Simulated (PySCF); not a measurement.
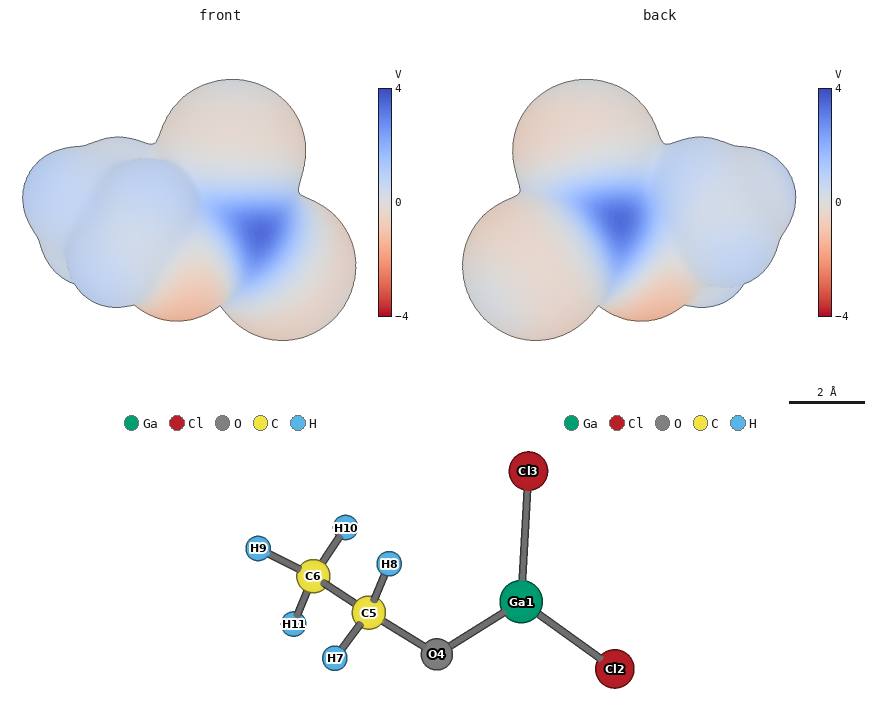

C$_{2}$H$_{5}$Cl$_{2}$GaO (GaCl2(OEt)). The electrostatic potential painted on the density surface at 0.002 e/bohr³, seen from the front and from behind; red is negative and blue positive. The bare structure is drawn below in the same view.

Geometry: PBE0-D3(BJ)/def2-SVP.

The calculation used wB97X-D/def2-SVPD, SCF density, gas phase in PySCF.

```
atom    x (Å)    y (Å)    z (Å)
  Ga   1.1961   1.3199  -0.9502
  Cl   2.9655   1.6595  -2.0604
  Cl  -0.5544   2.4849  -1.3020
   O   1.1771   0.0742   0.2959
   C  -0.0036  -0.2842   0.9836
   C  -0.9337  -1.1142   0.1252
   H   0.3115  -0.8589   1.8710
   H  -0.5361   0.6114   1.3561
   H  -1.8059  -1.4531   0.7050
   H  -1.3084  -0.5253  -0.7280
   H  -0.4100  -1.9997  -0.2653
```

**Which sites attract a positive test charge, and which a negative one?**

A positive charge is drawn to the negative regions and a negative charge to the positive ones. The most negative region (about −1.2 V) lies over O4, the most positive (about +3.3 V) over Ga1. O4 is the likeliest acceptor of a hydrogen bond.

**How polar is the molecule by this calculation?**

Its dipole moment is 1.81 D.
